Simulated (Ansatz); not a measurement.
## Geometry relaxation, with input and output: Si2H6 (part 2 of 2)

Continued. System: Si2H6, SMILES [SiH3][SiH3]. Method: RKS B3LYP/def2-SVP (Ansatz 0.2.0). It belongs to a series of runs on one base structure; here: end point B relaxed.

Geometry of the input (Å):
```
Si -0.3054  0.4450  -0.9708
Si 0.3349  -0.5051  0.9748
H  0.7807  0.9443  -1.8016
H  -1.0691  -0.4536  -1.8123
H  -1.2073  1.6681  -0.7190
H  -0.1590  -1.9215  1.0572
H  -0.2619  0.2463  2.1297
H  1.7730  -0.5367  1.1266
```

**Trajectory as extended XYZ, continued**
```
8
Properties=species:S:1:pos:R:3:forces:R:3 step=6 energy=-15848.81269
Si   -0.3502    0.4931   -1.0176   -0.0024  -0.0015  -0.0009
Si    0.3215   -0.5214    1.0139    0.0025   0.0018   0.0004
H     0.8407    0.9602   -1.7879    0.0000   0.0006   0.0015
H    -1.1066   -0.4792   -1.8614    0.0008   0.0003  -0.0014
H    -1.2299    1.6694   -0.7490   -0.0004  -0.0010   0.0003
H    -0.1690   -1.9300    1.0829   -0.0015   0.0010  -0.0006
H    -0.2312    0.2288    2.1806    0.0006   0.0005   0.0001
H     1.8106   -0.5340    1.1232    0.0004  -0.0017   0.0005
8
Properties=species:S:1:pos:R:3:forces:R:3 step=7 energy=-15848.81274
Si   -0.3500    0.4938   -1.0173   -0.0084  -0.0056  -0.0033
Si    0.3202   -0.5219    1.0140    0.0099   0.0060   0.0022
H     0.8409    0.9684   -1.7830   -0.0001   0.0003   0.0038
H    -1.0979   -0.4821   -1.8645    0.0008   0.0018  -0.0039
H    -1.2374    1.6648   -0.7508    0.0003  -0.0025   0.0017
H    -0.1764   -1.9282    1.0883   -0.0033   0.0038  -0.0035
H    -0.2233    0.2334    2.1817    0.0005   0.0004  -0.0007
H     1.8098   -0.5414    1.1163    0.0003  -0.0041   0.0038
8
Properties=species:S:1:pos:R:3:forces:R:3 step=8 energy=-15848.81077 accepted=F
Si   -0.3475    0.5024   -1.0126   -0.1277  -0.0181  -0.1116
Si    0.3044   -0.5285    1.0150    0.1332   0.0428   0.1218
H     0.8425    1.0890   -1.7121   -0.0923  -0.0420   0.0765
H    -0.9709   -0.5243   -1.9126    0.0561   0.1137   0.0407
H    -1.3484    1.5955   -0.7739    0.0942  -0.1095  -0.0144
H    -0.2871   -1.8986    1.1645    0.0216   0.1301  -0.0414
H    -0.1074    0.3028    2.1961    0.0423  -0.0876  -0.1189
H     1.8004   -0.6514    1.0202   -0.1274  -0.0292   0.0474
8
Properties=species:S:1:pos:R:3:forces:R:3 step=9 energy=-15848.81307
Si   -0.3490    0.4977   -1.0151   -0.0539  -0.0182  -0.0378
Si    0.3130   -0.5248    1.0145    0.0601   0.0240   0.0382
H     0.8416    1.0266   -1.7483   -0.0243  -0.0087   0.0281
H    -1.0366   -0.5025   -1.8884    0.0169   0.0340   0.0009
H    -1.2913    1.6309   -0.7616    0.0249  -0.0355   0.0005
H    -0.2302   -1.9133    1.1246   -0.0030   0.0435  -0.0187
H    -0.1670    0.2673    2.1885    0.0127  -0.0210  -0.0329
H     1.8056   -0.5950    1.0705   -0.0333  -0.0182   0.0218
8
Properties=species:S:1:pos:R:3:forces:R:3 step=10 energy=-15848.81352
Si   -0.3489    0.4981   -1.0148   -0.0652  -0.0130  -0.0553
Si    0.3124   -0.5250    1.0144    0.0707   0.0215   0.0582
H     0.8403    1.0477   -1.7372   -0.0394  -0.0146   0.0379
H    -1.0158   -0.5091   -1.8982    0.0278   0.0497   0.0132
H    -1.3105    1.6171   -0.7635    0.0391  -0.0519  -0.0031
H    -0.2500   -1.9061    1.1354    0.0030   0.0613  -0.0203
H    -0.1471    0.2802    2.1896    0.0203  -0.0344  -0.0521
H     1.8056   -0.6161    1.0590   -0.0563  -0.0185   0.0216
8
Properties=species:S:1:pos:R:3:forces:R:3 step=11 energy=-15848.81258 accepted=F
Si   -0.3489    0.4977   -1.0145   -0.1072   0.0470  -0.1750
Si    0.3141   -0.5241    1.0137    0.1106  -0.0337   0.1861
H     0.8306    1.1461   -1.6869   -0.1606  -0.0749   0.0991
H    -0.9211   -0.5375   -1.9469    0.0936   0.1628   0.1173
H    -1.3989    1.5490   -0.7688    0.1525  -0.1620  -0.0349
H    -0.3431   -1.8671    1.1815    0.0731   0.1916  -0.0257
H    -0.0545    0.3413    2.1907    0.0634  -0.1353  -0.1820
H     1.8078   -0.7187    1.0159   -0.2254   0.0047   0.0151
8
Properties=species:S:1:pos:R:3:forces:R:3 step=12 energy=-15848.81600
Si   -0.3505    0.4946   -1.0159   -0.0473   0.0282  -0.0854
Si    0.3182   -0.5220    1.0137    0.0515  -0.0224   0.0908
H     0.8325    1.0919   -1.7141   -0.0695  -0.0237   0.0451
H    -0.9755   -0.5191   -1.9260    0.0499   0.0648   0.0538
H    -1.3509    1.5812   -0.7618    0.0613  -0.0761  -0.0115
H    -0.2939   -1.8823    1.1511    0.0243   0.0850  -0.0071
H    -0.1038    0.3099    2.1871    0.0315  -0.0522  -0.0838
H     1.8097   -0.6673    1.0504   -0.1016  -0.0036  -0.0020
8
Properties=species:S:1:pos:R:3:forces:R:3 step=13 energy=-15848.81933
Si   -0.3487    0.4939   -1.0165   -0.0438   0.0406  -0.0985
Si    0.3203   -0.5222    1.0125    0.0470  -0.0396   0.1017
H     0.8202    1.1572   -1.6834   -0.1023  -0.0470   0.0625
H    -0.9110   -0.5354   -1.9527    0.0589   0.0961   0.0713
H    -1.4018    1.5317   -0.7594    0.0828  -0.0999  -0.0292
H    -0.3528   -1.8525    1.1820    0.0492   0.1202  -0.0093
H    -0.0463    0.3489    2.1783    0.0477  -0.0761  -0.1005
H     1.8062   -0.7349    1.0237   -0.1395   0.0058   0.0020
8
Properties=species:S:1:pos:R:3:forces:R:3 step=14 energy=-15848.82459
Si   -0.3537    0.4887   -1.0166   -0.0090   0.1079  -0.1522
Si    0.3251   -0.5171    1.0126    0.0193  -0.1171   0.1443
H     0.7982    1.2387   -1.6257   -0.1480  -0.0669   0.0661
H    -0.8223   -0.5434   -2.0043    0.0766   0.1027   0.1357
H    -1.4790    1.4556   -0.7752    0.1239  -0.1211  -0.0207
H    -0.4311   -1.7991    1.2238    0.0833   0.1521   0.0012
H     0.0534    0.3944    2.1765    0.0335  -0.0903  -0.1477
H     1.7953   -0.8310    0.9934   -0.1795   0.0328  -0.0267
8
Properties=species:S:1:pos:R:3:forces:R:3 step=15 energy=-15848.82687
Si   -0.3417    0.4964   -1.0151   -0.0969   0.0573  -0.1848
Si    0.3184   -0.5268    1.0085    0.0833  -0.0527   0.1884
H     0.7639    1.3548   -1.5801   -0.2030  -0.1631   0.1254
H    -0.6976   -0.5653   -2.0258    0.0639   0.2145   0.1414
H    -1.5499    1.3671   -0.7737    0.2005  -0.1634  -0.0727
H    -0.5210   -1.7483    1.2944    0.1454   0.2399  -0.0628
H     0.1474    0.4511    2.1440    0.0636  -0.1874  -0.1710
H     1.7665   -0.9421    0.9323   -0.2567   0.0550   0.0360
8
Properties=species:S:1:pos:R:3:forces:R:3 step=16 energy=-15848.83969
Si   -0.3509    0.4893   -1.0149   -0.0279   0.0995  -0.1411
Si    0.3233   -0.5172    1.0111    0.0230  -0.0984   0.1409
H     0.7430    1.3747   -1.5416   -0.1254  -0.0844   0.0591
H    -0.6605   -0.5524   -2.0526    0.0536   0.0974   0.1264
H    -1.5812    1.3259   -0.8040    0.1295  -0.1012  -0.0120
H    -0.5463   -1.7063    1.3075    0.0907   0.1319  -0.0196
H     0.2081    0.4521    2.1535    0.0145  -0.0873  -0.1416
H     1.7504   -0.9794    0.9257   -0.1579   0.0426  -0.0122
8
Properties=species:S:1:pos:R:3:forces:R:3 step=17 energy=-15848.84995
Si   -0.3485    0.4913   -1.0128   -0.0019   0.0017  -0.0029
Si    0.3202   -0.5192    1.0091    0.0000  -0.0004   0.0036
H     0.7052    1.4343   -1.4935   -0.0078   0.0037   0.0035
H    -0.5736   -0.5486   -2.0611    0.0096   0.0052  -0.0001
H    -1.6181    1.2533   -0.8167    0.0011  -0.0088  -0.0027
H    -0.5940   -1.6507    1.3481   -0.0002   0.0074   0.0056
H     0.2830    0.4750    2.1232    0.0076  -0.0021  -0.0054
H     1.7116   -1.0486    0.8884   -0.0084  -0.0067  -0.0016
```

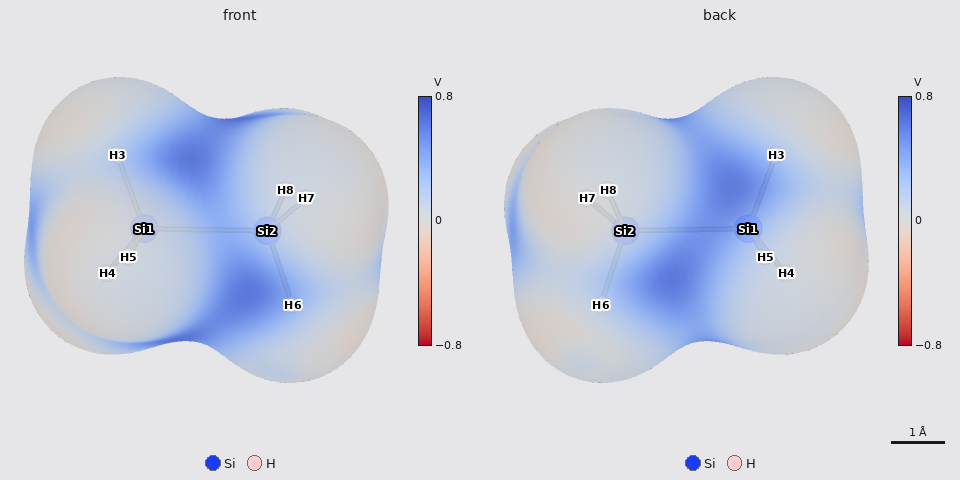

**Figure 1.** The molecular electrostatic potential painted on the density surface at 0.001 e/bohr³, seen at a tilt and from behind; red is negative and blue positive.

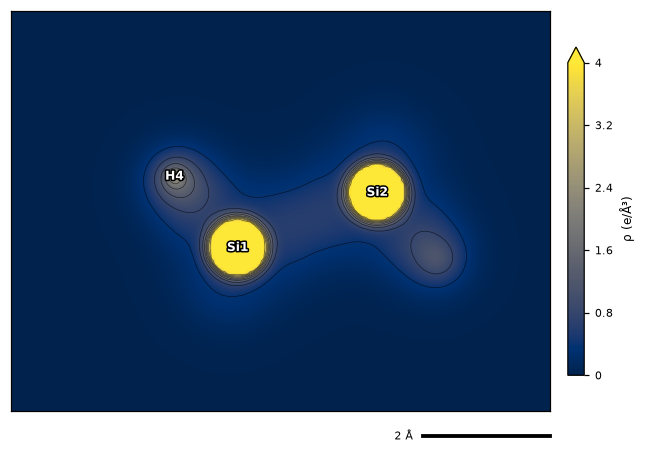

**Figure 2.** Total electron density on the plane of atoms Si2, Si1 and H4. Atoms in the plane: Si and H. Si–H (1.49 Å): ρ at the midpoint is about 0.75 e/Å³.

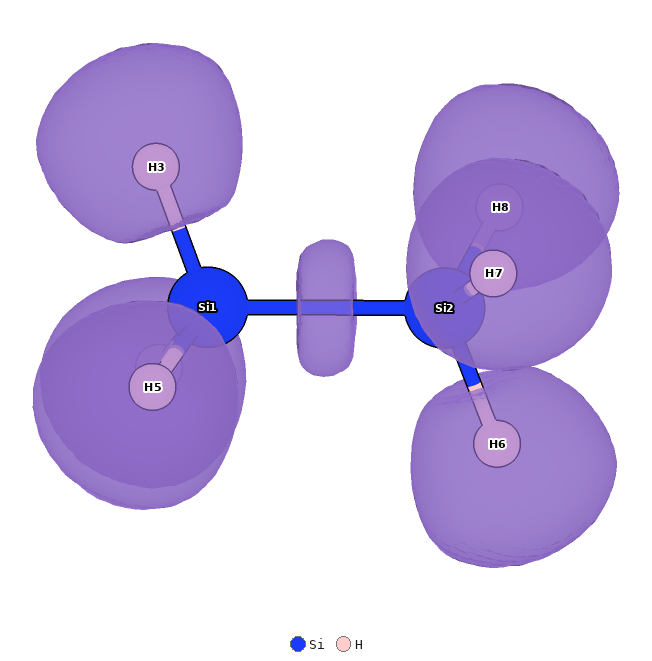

**Figure 3.** Isosurface of the ELF at 0.9 (purple), seen face on. Only the valence region is drawn (cores and ρ < 0.01 e/Å³ removed). Values along the shortest contacts: Si–H (1.49 Å): the ELF climbs to about 1 towards the hydrogen, as it does in any bond to H.

**Summary**

| quantity | value |
| --- | --- |
| outcome | converged |
| total energy | −15848.8502 eV |
| mean-field energy | −15848.8502 eV |
| largest force (length of the vector) at the end | 0.011 eV/Å |
| hardware | 1 thread of Intel Xeon (Granite Rapids), 128 GiB of memory available, shared host |
| wall time | 14 s |
| peak memory | 0.14 GiB |
